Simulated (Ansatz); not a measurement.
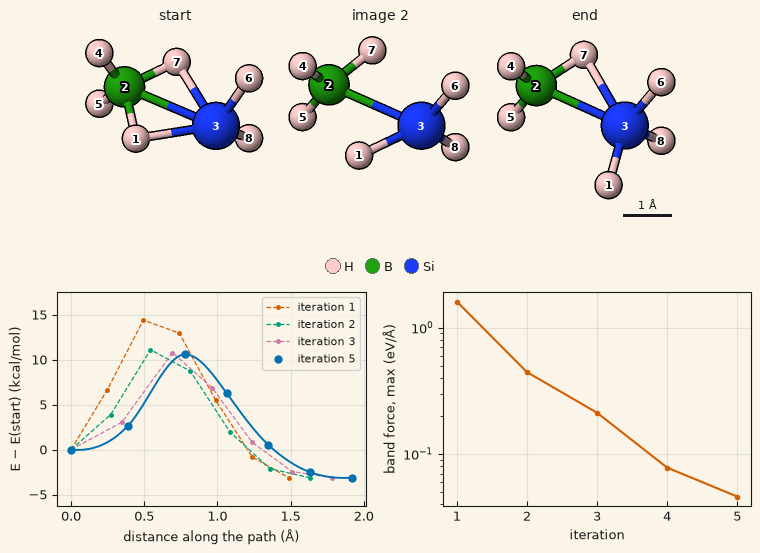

NEB run on BSiH$_{6}$ (multiplicity 2). Images are numbered from 0 (start) to 6 (end). The plot follows the band through its iterations. Style: ball-and-stick. Shown from a free direction.

The calculation used UKS PBE0-D4/def2-SVP in Ansatz 0.2.0.

Input file:
```yaml
crystal:
  periodic: [false, false, false]
  atoms:
    - {symbol: H, position_ang: [-0.661033, -0.887906, 0.467535]}
    - {symbol: B, position_ang: [-0.935386, 0.260357, -0.037683]}
    - {symbol: Si, position_ang: [1.008788, -0.617757, 0.195696]}
    - {symbol: H, position_ang: [-1.384290, 0.891943, 0.870998]}
    - {symbol: H, position_ang: [-1.550834, 0.015477, -1.031368]}
    - {symbol: H, position_ang: [1.789895, 0.284270, 1.084912]}
    - {symbol: H, position_ang: [0.141490, 0.806054, -0.383189]}
    - {symbol: H, position_ang: [1.591370, -0.752438, -1.167001]}
basis:
  gaussian: {orbitals: def2-SVP}
magnetization: {spin_polarized: true, initial_magnetization: 1}
hamiltonian: {xc: pbe0, dispersion: d4}
neb:
  images: 5
  climbing: true
  max_iterations: 40
  initial_path: idpp
  final_atoms:
    - {symbol: H, position_ang: [0.165098, -1.773564, 0.801148]}
    - {symbol: B, position_ang: [-0.980593, 0.648614, -0.212289]}
    - {symbol: Si, position_ang: [0.712224, -0.529808, 0.181122]}
    - {symbol: H, position_ang: [-1.443072, 1.040476, 0.815202]}
    - {symbol: H, position_ang: [-1.611897, 0.160490, -1.099042]}
    - {symbol: H, position_ang: [1.618407, 0.157608, 1.129850]}
    - {symbol: H, position_ang: [0.114603, 1.152938, -0.540812]}
    - {symbol: H, position_ang: [1.425230, -0.856755, -1.075278]}
```

Command:
```bash
ansatz run in.yaml --threads 2 --pin off --events-out ev --progress --plain --max-ram 4352MiB
```

Did the band converge, and can the barrier be trusted?

Answer. The run is converged, with reservations. The band converged in 5 iterations. The largest component of the band force went from 1.6 to 0.046 eV/Å. The climbing image converged on the top of the path. Its curvatures weren't checked. The largest force component is 0.25 eV/Å at the start and 0.26 eV/Å at the end; an end with forces this large is no minimum, and the barrier measured from it can be far off. The first iteration put the highest image at 14.4 kcal/mol. The highest point, image 2, lies 10.6 kcal/mol above the start and 13.7 kcal/mol above the end; the end is at −3.1 kcal/mol relative to the start.
